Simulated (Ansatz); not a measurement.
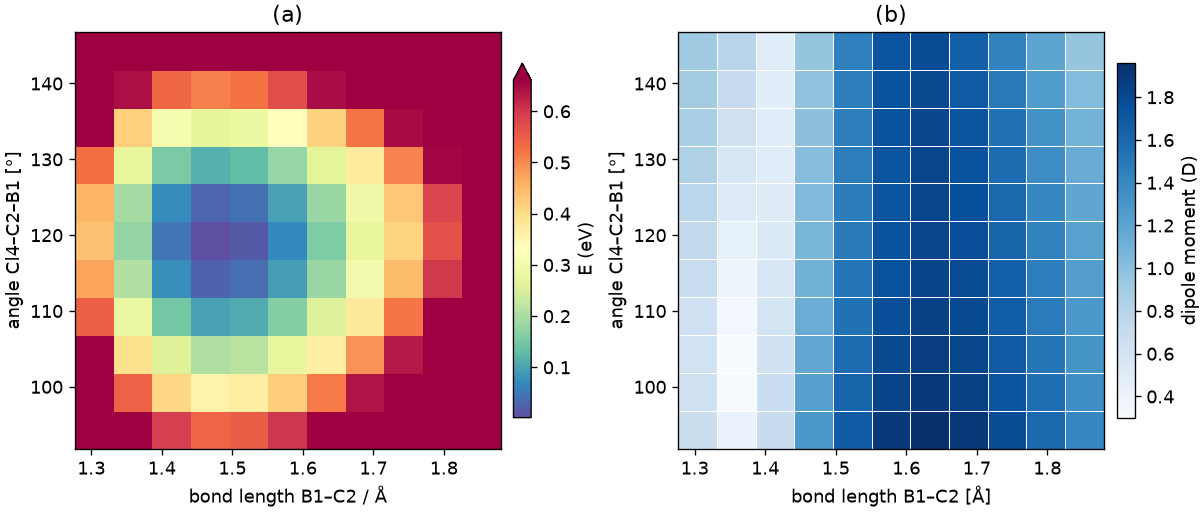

CBCl₂, SMILES [B]=C(Cl)Cl, spin multiplicity 2. The first coordinate is: bond length B1–C2; the second: angle Cl4–C2–B1. Nothing is relaxed (all other coordinates rigid). The scan uses an 11 × 11 grid. All energies are given in eV relative to the relaxed molecule at the same level. All numbers below come from UKS PBE-D4/def2-TZVP in Ansatz 0.2.0.

Panel (a) is the energy and panel (b) the computed dipole moment on the same grid.

Drawn: one coloured cell a grid point, one colour for all values above the top of the scale.

### How does the dipole moment vary over the map, and what is it at the lowest grid point?

Leaving out the highest fifth of the energies, it runs from 0.30 D at bond length B1–C2 = 1.359 Å, angle Cl4–C2–B1 = 104.3° to 1.96 D at bond length B1–C2 = 1.633 Å, angle Cl4–C2–B1 = 94.3°. At the lowest grid point, bond length B1–C2 = 1.469 Å, angle Cl4–C2–B1 = 119.3°, it is 1.07 D.

```
angle Cl4–C2–B1 ↓, bond length B1–C2 →  1.304  1.359  1.414  1.469  1.524  1.578  1.633  1.688  1.743  1.798  1.853
                                 144.3   0.92   0.79   0.49   0.96   1.46   1.74   1.78   1.65   1.44   1.20   0.96
                                 139.3   0.90   0.72   0.48   0.98   1.46   1.74   1.80   1.69   1.50   1.27   1.03
                                 134.3   0.87   0.64   0.48   1.00   1.47   1.74   1.81   1.72   1.54   1.32   1.10
                                 129.3   0.83   0.57   0.49   1.02   1.47   1.74   1.82   1.74   1.58   1.37   1.15
                                 124.3   0.78   0.51   0.51   1.04   1.48   1.74   1.82   1.76   1.60   1.41   1.19
                                 119.3   0.74   0.44   0.54   1.07   1.49   1.74   1.82   1.77   1.62   1.43   1.23
                                 114.3   0.69   0.39   0.57   1.10   1.51   1.75   1.83   1.78   1.64   1.46   1.26
                                 109.3   0.65   0.33   0.60   1.14   1.54   1.77   1.85   1.79   1.66   1.49   1.29
                                 104.3   0.62   0.30   0.64   1.19   1.58   1.80   1.87   1.82   1.69   1.52   1.32
                                  99.3   0.63   0.31   0.67   1.24   1.63   1.84   1.91   1.85   1.72   1.55   1.36
                                  94.3   0.68   0.41   0.70   1.29   1.69   1.90   1.96   1.90   1.77   1.60   1.41
```
